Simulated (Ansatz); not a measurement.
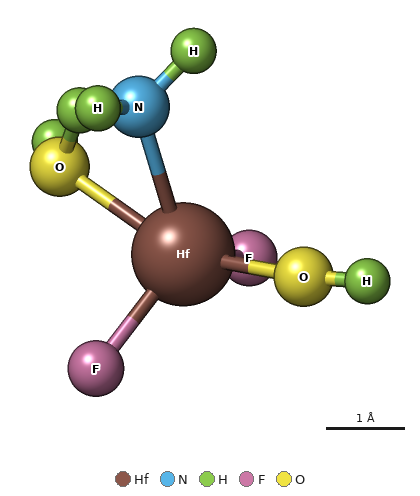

*The structure (ball-and-stick view, seen at a tilt). Sticks mark near contacts.*

Bond lengths as drawn: F–Hf 1.92 to 1.93 Å, Hf–N 2.21 Å, Hf–O 1.92 to 2.23 Å, H–N 1.02 Å and H–O 0.95 to 1.13 Å.

# Frequency calculation of HfNH$_{5}$O$_{2}$F$_{2}$

The run: frequency calculation of HfNH$_{5}$O$_{2}$F$_{2}$. Method and program: RKS PBE0-D4/def2-SVP (Ansatz 0.2.0).

It belongs to a series of runs on one base structure; here: vibrations at the highest image of the band.

Input
```yaml
crystal:
  periodic: [false, false, false]
  atoms:
    - { symbol: Hf, position_ang: [0.137114, -0.230807, 0.013158] }
    - { symbol: "N", position_ang: [0.046037, -0.141883, 2.216815] }
    - { symbol: H, position_ang: [-0.868313, -0.106508, 2.666753] }
    - { symbol: H, position_ang: [0.633051, 0.533261, 2.707745] }
    - { symbol: F, position_ang: [1.785003, 0.407164, -0.732697] }
    - { symbol: O, position_ang: [-1.07134, 1.233072, -0.289695] }
    - { symbol: H, position_ang: [-1.757156, 1.885896, -0.407364] }
    - { symbol: F, position_ang: [-0.814892, -1.585307, -0.977124] }
    - { symbol: O, position_ang: [1.068316, -1.951485, 1.074119] }
    - { symbol: H, position_ang: [0.909252, -2.897699, 1.009061] }
    - { symbol: H, position_ang: [0.643327, -1.381304, 1.949129] }
basis:
  gaussian: { orbitals: def2-SVP }
hamiltonian:
  xc: pbe0
  dispersion: d4
phonons: {}
```

Hardware: 4 threads of Arm Neoverse V1, 24 GiB of memory available, shared host.

Run as:
```bash
ansatz run input.yaml --threads 4 --pin off --max-ram 5120MiB --backend cpu --events-out ev --progress --plain --runs-dir out
```

Log
```
Engine: ansatz 0.2.0, aarch64-unknown-linux-gnu
Functional definition: PBE0
  parameter a = 0.25
  parameter kappa = 0.804
  parameter beta = 0.06672455060314922
  exchange = (1 - a)*pbe_x(kappa = kappa, mu = beta*pi^2/3) + a*exact_x
  correlation = pbe_c(beta = beta)
1327 factors; integrals over basis functions are off by at most 3.8e-4 eV
mean field evaluation 1: about -12379.0380 eV, gradient 9.2e1 eV
mean field evaluation 2: about -12345.2516 eV, gradient 1.6e2 eV
mean field evaluation 4: about -12393.5710 eV, gradient 8.3e0 eV
mean field evaluation 8: about -12393.7472 eV, gradient 5.7e-1 eV
mean field evaluation 16: about -12393.7478 eV, gradient 2.3e-4 eV
mean field -12393.74776248 eV, -455.4618294870 hartree, gradient 1.7e-5 eV, S^2 0.000000; 0 other end points of the search recorded, 0 dependent functions left out
the calculation of the forces begins
reference -12393.74782477 eV, -455.4618317762 hartree; 29, 29 occupied and 98, 98 virtual orbitals, 1327 factors
these checks for a lower state are left out or cut short: stability, starts, cluster_reference, orbital_swaps, neighbouring_geometries, increment
1327 factors; integrals over basis functions are off by at most 3.8e-4 eV
mean field -12393.74761861 eV, -455.4618242001 hartree, gradient 2.8e-6 eV, S^2 0.000000; 0 other end points of the search recorded, 0 dependent functions left out
[... from here on the field's lines of each further geometry are left out, up to the last ...]
the calculation of the forces begins
reference -12393.74776554 eV, -455.4618295996 hartree; 29, 29 occupied and 98, 98 virtual orbitals, 1327 factors
these checks for a lower state are left out or cut short: stability, starts, cluster_reference, orbital_swaps, neighbouring_geometries, increment
1327 factors; integrals over basis functions are off by at most 3.8e-4 eV
mean field -12393.74775012 eV, -455.4618290329 hartree, gradient 1.4e-6 eV, S^2 0.000000; 0 other end points of the search recorded, 0 dependent functions left out
the calculation of the forces begins
reference -12393.74781241 eV, -455.4618313221 hartree; 29, 29 occupied and 98, 98 virtual orbitals, 1327 factors
WARN: phonons: modes at or below zero, which the zero-point energy, F, S and C_V leave out: 1, the lowest at -668.77 cm⁻¹. A minimum has none, and a first-order saddle one
Total energy: -12393.91537739 eV, -455.4679892214 hartree
Atom 0 at     0.137114    -0.230807     0.013158 Å, force    -0.005515    -0.005356    -0.002091 eV/Å
Atom 1 at     0.046037    -0.141883     2.216815 Å, force     0.000763    -0.000205     0.000969 eV/Å
Atom 2 at    -0.868313    -0.106508     2.666753 Å, force    -0.000235    -0.001229    -0.000128 eV/Å
Atom 3 at     0.633051     0.533261     2.707745 Å, force    -0.002037     0.000923     0.001024 eV/Å
Atom 4 at     1.785003     0.407164    -0.732697 Å, force     0.001897    -0.000505    -0.001055 eV/Å
Atom 5 at    -1.071340     1.233072    -0.289695 Å, force     0.001631     0.002108     0.002956 eV/Å
Atom 6 at    -1.757156     1.885896    -0.407364 Å, force     0.000584     0.000088    -0.002117 eV/Å
Atom 7 at    -0.814892    -1.585307    -0.977124 Å, force     0.000365     0.002833     0.003087 eV/Å
Atom 8 at     1.068316    -1.951485     1.074119 Å, force    -0.001055    -0.001355     0.003041 eV/Å
Atom 9 at     0.909252    -2.897699     1.009061 Å, force     0.003119     0.000713    -0.001075 eV/Å
Atom 10 at     0.643327    -1.381304     1.949129 Å, force     0.000483     0.001985    -0.004612 eV/Å
Dipole moment:    -0.392792     0.057455     0.730985 e Å
Vibrations: -668.77 57.10 128.00 141.14 168.81 186.24 197.77 273.82 321.99 354.15 365.57 370.58 530.96 577.50 631.99 649.81 660.20 711.14 714.35 836.42 1415.49 1539.31 1934.01 3542.36 3627.51 3932.84 4045.44 cm⁻¹, zero-point energy 1.730479 eV
```

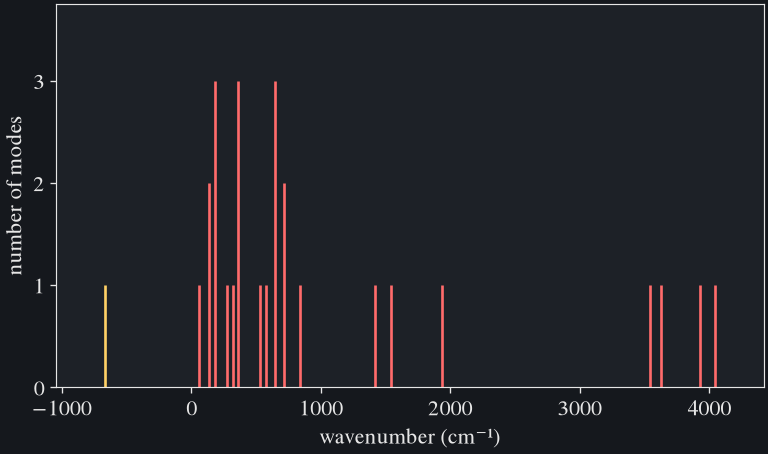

*Harmonic vibrational wavenumbers from the force constants; neighbouring modes closer than 21 cm⁻¹ are counted in one stick, and imaginary ones are drawn at negative wavenumbers.*

27 modes from 669i to 4045 cm⁻¹, 1 imaginary beyond 8i (669i cm⁻¹): a first-order saddle point, if the geometry is stationary.

Summary

| quantity | value |
| --- | --- |
| outcome | converged |
| total energy | −12393.9154 eV |
| mean-field energy | −12393.7478 eV |
| largest force (length of the vector) | 0.008 eV/Å |
| wall time | 2 min (CPU time 7.6 min) |
| peak memory | 0.33 GiB |
